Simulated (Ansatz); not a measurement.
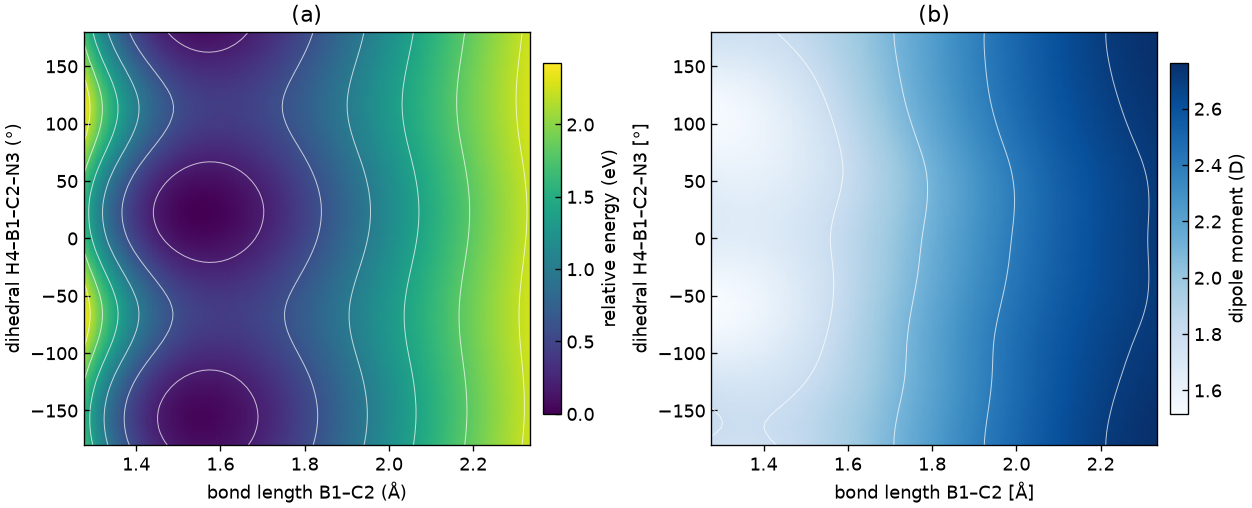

CH5BN, SMILES BC[NH], spin multiplicity 2. 
- The first coordinate is: bond length B1–C2; the second: dihedral H4–B1–C2–N3.
- Nothing is relaxed (all other coordinates rigid).
- Grid: 11 × 12 points.
- Energies: eV, counted from the relaxed molecule at the same level.
- All numbers below come from UKS PBE0-D4/def2-TZVP (Ansatz 0.2.0).

Panel (a) is the energy; panel (b) is the computed dipole moment, in D.

In the figure: a smooth colour map with a few white contour lines. Between grid points the surface is interpolated.

> How does the dipole moment vary over the map, and what is it at the lowest grid point?

Leaving out the highest fifth of the energies, it runs from 1.57 D at bond length B1–C2 = 1.382 Å, dihedral H4–B1–C2–N3 = −60° to 2.70 D at bond length B1–C2 = 2.229 Å, dihedral H4–B1–C2–N3 = −150°. At the lowest grid point, bond length B1–C2 = 1.594 Å, dihedral H4–B1–C2–N3 = 30°, it is 1.82 D.
